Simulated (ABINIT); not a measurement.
# Quasiparticle gap of InGaN2 (P3m1) in ABINIT

How does a plane-wave GW calculation on InGaN2 (P3m1) run from the first input to the gap?

Calculated with ABINIT 10.8.3; PBEsol and many-body steps on it, plane waves.

## (1) Set-up

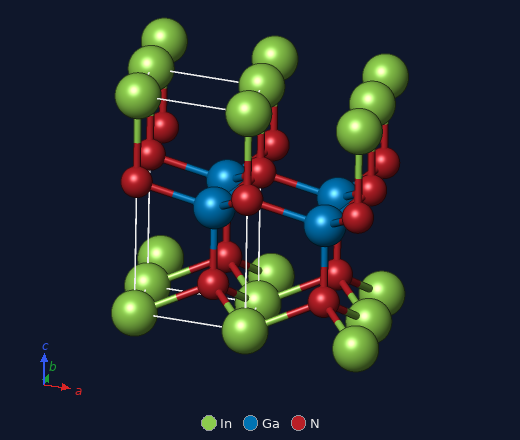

The starting structure, seen slightly off an axis (indium green, gallium blue, nitrogen red). 2×2×1 cells are drawn. Bonds to atoms that aren't drawn are left out. Some periodic images of atoms are drawn too.

The cell and positions are those that the Materials Project relaxed with its own functionals (PBE, PBE+U or r2SCAN), kept fixed.

## (2) Ground state

This step: ABINIT 10.8.3; DFT, PBEsol with spin-orbit coupling, plane waves, norm-conserving pseudopotentials.

The ground-state density comes first.

The input, run.abi:

```
acell 3*1.0 Angstrom
rprim 
  3.399288205422 -0.000000000005 0.000000000000
  -1.699644102707 2.943869940683 0.000000000000
  0.000000000000 0.000000000000 5.551613000000
ntypat 3
znucl 49 31 7
natom 4
typat 1 2 3 3
xred 
  0.000000000000 0.000000000000 0.998402000000
  0.666666666667 0.333333333333 0.495356000000
  0.666666666667 0.333333333333 0.145617000000
  0.000000000000 0.000000000000 0.602224000000
pp_dirpath "pseudos"
pseudos "In.upf, Ga.upf, N.upf"
ecut 45
nspinor 2
ngkpt 6 6 4
nshiftk 1
shiftk 0 0 0
kptopt 1
chksymbreak 0
nband 64
occopt 1
tolvrs 1e-10
nstep 60
prtwf 0
optforces 0
optstress 0
indata_prefix "in"
outdata_prefix "out"
tmpdata_prefix "tmp"
```

Started as:

```console
OMP_NUM_THREADS=1 mpirun -n 8 abinit run.abi > log
```

Numbers of over 12 decimals in the logs are rounded to 6 here.

Log:

```text
.Version 10.8.3 of ABINIT. v10.8.2 released Aug 2026.

 Symmetries : space group P3 m 1 (#156); Bravais hP (primitive hexag.)
================================================================================
 Values of the parameters that define the memory need of the present run
     intxc =       0    ionmov =       0      iscf =       7    lmnmax =      16
     lnmax =      16     mgfft =      64  mpssoang =       5    mqgrid =    3169
     natom =       4  nloc_mem =       1    nspden =       1   nspinor =       2
    nsppol =       1      nsym =       6    n1xccc =    2501    ntypat =       3
    occopt =       1   xclevel =       2
-    mband =          64        mffmem =           1         mkmem =           3
       mpw =        5444          nfft =      102400          nkpt =          24
================================================================================
  Rough estimation (10% accuracy) of disk space for files :
================================================================================

--------------------------------------------------------------------------------
------------- Echo of variables that govern the present computation ------------
--------------------------------------------------------------------------------
 -outvars: echo values of preprocessed input variables --------
            acell      1.8897261259E+00  1.8897261259E+00  1.8897261259E+00 Bohr

      chksymbreak           0
             ecut      4.50000000E+01 Hartree
-          fftalg         312

              ixc     -116133
              kpt      0.00000000E+00  0.00000000E+00  0.00000000E+00
                       1.66666667E-01  0.00000000E+00  0.00000000E+00
                       3.33333333E-01  0.00000000E+00  0.00000000E+00
                       5.00000000E-01  0.00000000E+00  0.00000000E+00
                       1.66666667E-01  1.66666667E-01  0.00000000E+00
                       3.33333333E-01  1.66666667E-01  0.00000000E+00
                       3.33333333E-01  3.33333333E-01  0.00000000E+00
                       0.00000000E+00  0.00000000E+00  2.50000000E-01
                       1.66666667E-01  0.00000000E+00  2.50000000E-01
   [... 13 further rows ...]
                       3.33333333E-01  1.66666667E-01  5.00000000E-01
                       3.33333333E-01  3.33333333E-01  5.00000000E-01
         kptrlatt        6    0    0      0    6    0      0    0    4
          kptrlen      3.85423424E+01
P           mkmem           3
            natom           4
            nband          64
            ngfft          40      40      64
             nkpt          24
          nspinor           2
            nstep          60
             nsym           6
           ntypat           3
              occ      1.000000  1.000000  1.000000  1.000000  1.000000  1.000000
                       1.000000  1.000000  1.000000  1.000000  1.000000  1.000000
                       1.000000  1.000000  1.000000  1.000000  1.000000  1.000000
                       1.000000  1.000000  1.000000  1.000000  1.000000  1.000000
                       1.000000  1.000000  1.000000  1.000000  1.000000  1.000000
                       1.000000  1.000000  1.000000  1.000000  1.000000  1.000000
                       1.000000  1.000000  1.000000  1.000000  1.000000  1.000000
                       1.000000  1.000000  1.000000  1.000000  1.000000  1.000000
                       1.000000  1.000000  1.000000  1.000000  0.000000  0.000000
                       0.000000  0.000000  0.000000  0.000000  0.000000  0.000000
                       0.000000  0.000000  0.000000  0.000000
        optforces           0
        optstress           0
            prtwf           0
            rprim      3.3992882054E+00 -5.0000000000E-12  0.0000000000E+00
[...]
spgroup         156

           tolvrs      1.00000000E-10

             xred      0.0000000000E+00  0.0000000000E+00  9.9840200000E-01
[...]
znucl       49.00000   31.00000    7.00000

================================================================================

 chkinp: Checking input parameters for consistency.

================================================================================
== DATASET  1 ==================================================================
-   mpi_nproc: 8, omp_nthreads: 1 (-1 if OMP is not activated)

--- !DatasetInfo
iteration_state: {dtset: 1, }
dimensions: {natom: 4, nkpt: 24, mband: 64, nsppol: 1, nspinor: 2, nspden: 1, mpw: 5444, }
cutoff_energies: {ecut:  45.0, pawecutdg:  -1.0, }
electrons: {nelect:   5.20000000E+01, charge:   0.00000000E+00, occopt:   1.00000000E+00, tsmear:   1.00000000E-02, }

 Real(R)+Recip(G) space primitive vectors, cartesian coordinates (Bohr,Bohr^-1):
 R(1)=  6.4237237  0.0000000  0.0000000  G(1)=  0.1556729  0.0898778  0.0000000
 R(2)= -3.2118619  5.5631079  0.0000000  G(2)=  0.0000000  0.1797556  0.0000000
 R(3)=  0.0000000  0.0000000 10.4910281  G(3)=  0.0000000  0.0000000  0.0953195
 Unit cell volume ucvol=  3.7490600E+02 bohr^3
 Angles (23,13,12)=  9.00000000E+01  9.00000000E+01  1.20000000E+02 degrees

 getcut: wavevector=  0.0000  0.0000  0.0000  ngfft=  40  40  64
         ecut(hartree)=     45.000   => boxcut(ratio)=   2.02018

--- Pseudopotential description ------------------------------------------------
[...]
spin-orbit 2    0.017936    0.011166   -0.000068
 pspatm: atomic psp has been read  and splines computed

- N Generated using ONCVPSP code by D. R. Hamann
-  7.00000   5.00000  180509                  znucl, zion, pspdat
12 -116133 1 -1 1070                          pspcod,pspxc,lmax,lloc,mmax
     nproj     2     2     0     0
     spin-orbit psp
        nprojso     2     0     0
  pspatm : epsatm=    5.26659540
         --- l  ekb(1:nproj) -->
[...]
spin-orbit 1    0.005217    0.001391
 pspatm: atomic psp has been read  and splines computed

   3.44100604E+03                                ecore*ucvol(ha*bohr**3)
--------------------------------------------------------------------------------

_setup2: Arith. and geom. avg. npw (full set) are    5403.090    5403.080

================================================================================

--- !BeginCycle
iteration_state: {dtset: 1, }
solver: {iscf: 7, nstep: 60, nline: 4, wfoptalg: 0, }
tolerances: {tolvrs: 1.00E-10, }

     iter   Etot(hartree)      deltaE(h)  residm     vres2
 ETOT  1  -465.73770872844    -4.657E+02 4.899E-01 2.728E+03
 ETOT  2  -467.04927144423    -1.312E+00 6.950E-02 4.182E+03
 ETOT  3  -467.85650589483    -8.072E-01 5.794E-02 2.590E+02
 ETOT  4  -467.86424754903    -7.742E-03 1.376E-02 1.925E+02
 ETOT  5  -467.87479816890    -1.055E-02 2.534E-03 6.623E+01
 ETOT  6  -467.87943854365    -4.640E-03 6.065E-03 1.450E+01
 ETOT  7  -467.88025939518    -8.209E-04 2.189E-03 7.617E+00
 ETOT  8  -467.88054726636    -2.879E-04 2.379E-03 4.071E+00
 ETOT  9  -467.88088903625    -3.418E-04 3.238E-04 1.209E-01
 ETOT 10  -467.88089507256    -6.036E-06 4.610E-04 2.050E-02
 ETOT 11  -467.88089686689    -1.794E-06 1.099E-04 1.917E-04
 ETOT 12  -467.88089688221    -1.532E-08 1.867E-04 2.261E-06
 ETOT 13  -467.88089688236    -1.485E-10 6.489E-05 1.606E-07
 ETOT 14  -467.88089688238    -1.751E-11 7.526E-05 8.385E-09
 ETOT 15  -467.88089688236     1.614E-11 6.027E-05 1.782E-09
 ETOT 16  -467.88089688238    -2.041E-11 3.790E-05 1.495E-10
 ETOT 17  -467.88089688237     9.550E-12 5.307E-05 4.473E-11

 At SCF step   17       vres2   =  4.47E-11 < tolvrs=  1.00E-10 =>converged.

--- !ResultsGS
iteration_state: {dtset: 1, }
comment   : Summary of ground state results
lattice_vectors:
- [  6.4237237,  -0.0000000,   0.0000000, ]
- [ -3.2118619,   5.5631079,   0.0000000, ]
- [  0.0000000,   0.0000000,  10.4910281, ]
lattice_lengths: [   6.42372,    6.42372,   10.49103, ]
lattice_angles: [ 90.000,  90.000, 120.000, ] # degrees, (23, 13, 12)
lattice_volume:   3.7490600E+02
convergence: {deltae:  9.550E-12, res2:  4.473E-11, residm:  5.307E-05, diffor:  0.000E+00, }
etotal    :  -4.67880897E+02
entropy   :   0.00000000E+00
fermie    :   2.32338028E-01
cartesian_stress_tensor: null
pressure_GPa: null
xred      :
- [  0.0000E+00,   0.0000E+00,   9.9840E-01, In]
- [  6.6667E-01,   3.3333E-01,   4.9536E-01, Ga]
- [  6.6667E-01,   3.3333E-01,   1.4562E-01,  N]
- [  0.0000E+00,   0.0000E+00,   6.0222E-01,  N]
cartesian_forces: null
force_length_stats: {min: null, max: null, mean: null, }

 Integrated electronic density in atomic spheres:
 ------------------------------------------------
 Atom  Sphere_radius  Integrated_density
[...]
4        2.00000          5.01272083
================================================================================

 ----iterations are completed or convergence reached----

 Mean square residual over all n,k,spin=   66.478E-09; max=  53.074E-06
 reduced coordinates (array xred) for    4 atoms
       0.000000000000      0.000000000000      0.998402000000
       0.666666666667      0.333333333333      0.495356000000
       0.666666666667      0.333333333333      0.145617000000
       0.000000000000      0.000000000000      0.602224000000
 rms dE/dt=  0.0000E+00; max dE/dt=  0.0000E+00; dE/dt below (all hartree)
    1       0.000000000000      0.000000000000      0.000000000000
    2       0.000000000000      0.000000000000      0.000000000000
    3       0.000000000000      0.000000000000      0.000000000000
    4       0.000000000000      0.000000000000      0.000000000000

 cartesian coordinates (angstrom) at end:
    1      0.000000     0.000000     5.542742
    2      1.699644     0.981290     2.750025
    3      1.699644     0.981290     0.808409
    4      0.000000     0.000000     3.343315
 length scales=  1.889726125908  1.889726125908  1.889726125908 bohr
              =  1.000000000000  1.000000000000  1.000000000000 angstroms
 prteigrs : about to open file out_EIG
 Fermi (or HOMO) energy (hartree) =   0.23234   Average Vxc (hartree)=  -0.42121
 Eigenvalues (hartree) for nkpt=  24  k points:
 kpt#   1, nband= 64, wtk=  0.00694, kpt=  0.0000  0.0000  0.0000 (reduced coord)
  -4.99560   -4.99560   -3.94536   -3.94536   -3.27912   -3.27912   -3.14584   -3.14584
  -3.14570   -3.14570   -2.59231   -2.59231   -2.34752   -2.34752   -2.34722   -2.34722
  -0.32159   -0.32159   -0.31392   -0.31392   -0.28073   -0.28073   -0.27837   -0.27837
  -0.27328   -0.27328   -0.26577   -0.26577   -0.26342   -0.26342   -0.26066   -0.26066
  -0.25035   -0.25035   -0.24193   -0.24193   -0.23403   -0.23403   -0.19416   -0.19416
  -0.00407   -0.00407    0.18921    0.18921    0.19038    0.19038    0.22124    0.22124
   0.23213    0.23213    0.23234    0.23234    0.23969    0.23969    0.34654    0.34654
   0.50057    0.50057    0.55264    0.55264    0.56160    0.56160    0.60470    0.60470
 prteigrs : prtvol=0 or 1, do not print more k-points.

--- !EnergyTerms
iteration_state     : {dtset: 1, }
comment             : Components of total free energy in Hartree
kinetic             :  2.02006903938351E+02
hartree             :  1.66892566637214E+02
xc                  : -5.93172540579539E+01
Ewald energy        : -2.53251460232176E+02
psp_core            :  9.17831676056747E+00
local_psp           : -4.55247388428160E+02
non_local_psp       : -7.81425815002175E+01
total_energy        : -4.67880896882375E+02
total_energy_eV     : -1.27316878021823E+04
band_energy         : -5.63198803017100E+01

== END DATASET(S) ==============================================================
================================================================================

 -outvars: echo values of variables after computation  --------
           etotal     -4.6788089688E+02
            nband          64
             nkpt          24
          spgroup         156
 [... the other variables as echoed above ...]

 Calculation completed.
```

Wall time 2.7 min (8 MPI ranks of Arm Neoverse V2, shared host); peak memory 0.96 GiB; 21 min of CPU time.

This step gave:

```
total energy               : -12731.6878 eV
gap                        : 0.2000 eV
k of the valence top       : 0, 0, 0
k of the conduction bottom : 0, 0, 0
least direct gap           : 0.2000 eV
```

The gap is direct, at Γ.

(Part 1 of 3 ends here.)

[Paths, hosts, dates, memory and timing lines, banners, echoed tables and standing remarks are left out of the program output.]

[Logs are printed without paths, hosts, clocks, repeated set-up lines and the standing remarks that a program may print on its own settings, such as how far it seeks lower states.]

[Runs of the session that timed out or met a known fault of the program may be left out.]

[Hosts, paths, dates, database ids (printed as entryN), source tags and the programs' standing remarks are cut or masked in the printed files.]

[G0W0 gaps are taken among the corrected bands and points alone; a level outside them can change the order at an edge.]

[Where Ansatz stands beside ABINIT at settings called matched, ABINIT's density can come from a denser mesh and the files from another edition; pairs whose starting gaps differed by over 0.03 eV were left out, so agreement reads better than it is.]
